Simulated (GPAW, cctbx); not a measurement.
# Bonding in NaCrI3 as X-rays see it

Question: by how much does bonding change the X-ray structure factors of NaCrI3, and what does a routine refinement make of it?

The cell comes from substitution in a known structure type and wasn't matched to any measured phase. All numbers below are calculated.

### 1. Find the equilibrium geometry

The density hangs on the geometry, so cell and atoms are relaxed first, with the symmetry held. The cutoff is set higher than for the density because stress converges slowly with plane waves.

Settings: GPAW 26.7.0, PBE, 570 eV, 2×2×2 k-points, Fermi–Dirac width 0.05 eV, spin-polarised, BFGS to 0.03 eV/Å.

```text
cell
1.0
     0.000000000    0.000000000    6.513000000
     7.785000000    0.000000000    0.000000000
    -3.892500000    6.742007768    0.000000000
I Cr Na
6 2 2
Direct
0.750000000 0.319300010 0.159650005
0.250000000 0.680699990 0.840349995
0.250000000 0.159650005 0.840349995
0.750000000 0.840349995 0.680699990
0.250000000 0.159650005 0.319300010
0.750000000 0.840349995 0.159650005
0.500000000 0.000000000 0.000000000
0.000000000 0.000000000 0.000000000
0.750000000 0.333333333 0.666666667
0.250000000 0.666666667 0.333333333
```

```console
$ OMP_NUM_THREADS=1 mpirun -n 4 gpaw python run.py > gpaw.log
```

```text
BFGS:    0      -35.371889        1.386184
BFGS:    1      -35.554658        1.166626
BFGS:    2      -36.046915        0.247467
BFGS:    3      -36.055225        0.185793
...
BFGS:   14      -36.097181        0.047507
BFGS:   15      -36.098221        0.037268
BFGS:   16      -36.099138        0.017888
cell  6.7623 7.9196 7.9196  120.00 90.00 90.00
volume 367.310 A^3, largest force 0.016 eV/A, largest stress 0.08 GPa
```

After 16 steps the volume has changed by +7.4 % and the energy by -0.727 eV; the largest stress left is 0.08 GPa. It took 7.2 min on 4 cores of Intel(R) Xeon(R) Platinum 8488C (Sapphire Rapids) (shared host), peak memory 2.2 GiB.

Relaxed structure: P6_3/mmc (no. 194), a = 7.9196 Å, b = 7.9196 Å, c = 6.7623 Å, α = 90.00°, β = 90.00°, γ = 120.00°.

```
atom  mult.       x       y    z
  I1      6  0.3349  0.1674  3/4
 Cr1      2       0       0  1/2
 Na1      2     1/3     2/3  3/4
```

### 2. Density and charge transfer

X-rays see the whole electron density, so the PAW density is rebuilt with its core regions. Subtracting spherical free atoms from the same code cancels the cores and leaves the deformation density Δρ, the part due to bonding.

Settings: PBE, 450 eV, 3×3×3 k-points, Fermi–Dirac width 0.05 eV, spin-polarised; primitive cell of 10 atoms.

```console
$ OMP_NUM_THREADS=1 mpirun -n 4 gpaw python run.py > gpaw.log
```

```text
|iter:   1|       0s |  -39.300764 | -0.31 |       |  +5.9713|
|iter:   2|       2s |  -35.977235 | -1.34 | -0.82 |  +5.9376|
|iter:   3|       5s |  -35.461290 | -1.82 | -0.99 |  +6.2025|
...
|iter:  14|      32s |  -36.037001c| -6.68 | -4.14c|  +8.0001|
|iter:  15|      34s |  -36.037002c| -7.18 | -4.61c|  +8.0000|
|iter:  16|      37s |  -36.037002c| -7.57c| -4.92c|  +8.0000|
```

```text
grid (70, 80, 80)  electrons 388.000  moved by bonding 1.629 e
deformation density beyond 0.5 A of the nuclei: max 0.117, min -0.324 e/A^3
atom        x       y       z   Voronoi charge  moment
I 1    0.7500  0.3349  0.1674     -0.179      -0.02
I 2    0.2500  0.6651  0.8326     -0.179      -0.02
I 3    0.2500  0.1674  0.8326     -0.179      -0.02
I 4    0.7500  0.8326  0.6651     -0.179      -0.02
I 5    0.2500  0.1674  0.3349     -0.179      -0.02
I 6    0.7500  0.8326  0.1674     -0.179      -0.02
Cr7    0.5000  0.0000  0.0000      0.136       3.44
Cr8    0.0000  0.0000  0.0000      0.136       3.44
Na9    0.7500  0.3333  0.6667      0.400       0.00
Na10   0.2500  0.6667  0.3333      0.400       0.00
mean inner potential of superposed free atoms 11.565 V
total magnetic moment 8.000 muB
```

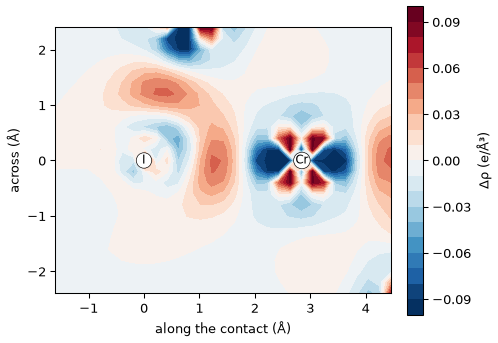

Deformation density in a plane through the shortest contact of the I atom at the origin; red gains electrons, blue loses them.

I gains most (-0.18 e) and Na loses most (+0.40 e), as electronegativity suggests. Such charges fall far short of formal ones, since overlapping free atoms already put density on their neighbours. Along the shortest contact from the I atom at the map's origin, I–Cr at 2.85 Å, Δρ is +0.05 e/Å³ at the midpoint and highest, +0.05, 1.27 Å from I (points within 0.5 Å of a nucleus left out): little piles up between the atoms. At the midpoints of other shortest contacts it is 0.00 (Cr–Cr, 3.38 Å) e/Å³. Point values carry grid noise of about 0.01 e/Å³. The cell's moment is 8.00 μB; the largest inside an atomic sphere is 3.44 μB. The run needed 16 iterations, 51 s.

### 3. From the density to structure factors

The Fourier components of Δρ, added to those of the free atoms, give the static X-ray structure factors; the Mott–Bethe relation turns them into the Fourier components V of the potential that fast electrons feel.

```text
static structure factors of the conventional cell: F in electrons, V (Mott-Bethe) in volts
   h  k  l      d  |F| table  |F| free   |F| DFT   change   |V| free  |V| DFT  change %
   1  0  0  6.8586    84.236    84.190    84.448    0.257     2.357    2.206     -6.4
   1  0  1  4.8153    68.841    68.855    69.267    0.413     1.427    1.307     -8.4
   1  1  0  3.9598    34.264    34.447    35.175    0.729     0.299    0.157    -47.6
   2  0  0  3.4293   106.721   106.981   107.229    0.248     2.202    2.165     -1.7
   0  0  2  3.3812   253.027   253.359   253.859    0.500     5.512    5.441     -1.3
   2  0  1  3.0585   247.926   248.041   248.191    0.150     5.414    5.397     -0.3
   1  0  2  3.0327     4.645     4.386     4.094   -0.292     0.391    0.425      8.6
   2  1  0  2.5923    74.280    74.109    73.831   -0.279     1.633    1.656      1.4
   1  1  2  2.5713   105.457   105.345   105.124   -0.221     2.197    2.216      0.8
   2  1  1  2.4205    56.674    56.785    56.723   -0.062     1.015    1.019      0.4
   2  0  2  2.4077   169.775   169.605   169.253   -0.352     3.500    3.525      0.7
   3  0  0  2.2862    30.959    31.306    31.285   -0.021     0.308    0.309      0.4
   3  0  1  2.1658     4.745     4.749     4.679   -0.070     0.086    0.090      4.7
   1  0  3  2.1414    56.933    57.050    56.904   -0.146     0.958    0.966      0.9
```

The largest X-ray change is +0.73 e on 110, 2.1 % of |F|. For electrons V goes as (Z − F)/g², so a change of F counts against Z − F, which is small at low angle and wherever the atoms' terms cancel: |V| of 110 moves by -47.6 % (0.30 to 0.16 V) against +2.1 % in |F|. The tabulated Hartree–Fock atoms differ from the free DFT atoms by up to 0.35 e, so the choice of reference atom matters too.

### 4. Refining ordinary atoms against data with bonding

Routine crystallography fits spherical atoms. To see the bias, intensities are simulated from tabulated atoms plus the DFT change ΔF, so that bonding alone can misfit (23224 reflections of the full sphere, merged to the counts below, to 0.4 Å, 0.5 % proportional noise plus counting noise, assumed isotropic U as listed, Δρ smeared by the mean U) and refined with cctbx over different ranges.

| range | data | R1 | GooF | U I1 (true 0.0076) | U Cr1 (true 0.0102) | U Na1 (true 0.0129) | largest shift (Å) | Δρ max, min (e/Å³) |
| --- | --- | --- | --- | --- | --- | --- | --- | --- |
| all data | 1166 | 0.0042 | 0.99 | 0.0076 | 0.0102 | 0.0128 | 0.0001 | 0.31, -0.32 |
| low resolution, d > 0.84 | 149 | 0.0023 | 1.07 | 0.0076 | 0.0101 | 0.0129 | 0.0000 | 0.10, -0.10 |
| high order, d < 0.75 | 965 | 0.0052 | 0.97 | 0.0076 | 0.0102 | 0.0128 | 0.0001 | 0.33, -0.26 |
| occupancies free, d > 0.7 | 243 | 0.0026 | 1.07 | 0.0076 | 0.0102 | 0.0129 | 0.0000 | 0.11, -0.17 |

With all data GooF is 0.99, so at this noise the bonding hardly shows; the top residual peak lies 1.19 Å from Cr and 2.19 Å from Cr. No U is off by more than 3 s.u. at low resolution. With I1 held at 1 and the scale free, the other occupancies refine to Cr1 1.000(0.001) and Na1 1.001(0.003), within three s.u. of full.

### 5. Answer

Bonding moves 1.63 e in the primitive cell of NaCrI3 and changes the structure factors of the conventional cell in the table above by at most 0.73 e (110, 2.1 %). The shortest bond, I–Cr, has Δρ = +0.05 e/Å³ at its midpoint. With all data GooF is 0.99, so at this noise the bonding hardly shows. Limits: static density, frozen cores, no spin–orbit coupling; a ferromagnetic start is the only order tried, and the real ground state may be antiferromagnetic or insulating.

[Outputs are excerpts: Python notices, other lines and further rows are left out; steps that failed or that the build refused (PBEsol, TPSS) are not shown.]

[Logs are printed without paths, hosts, clocks, repeated set-up lines and the standing remarks that a program may print on its own settings, such as how far it seeks lower states.]
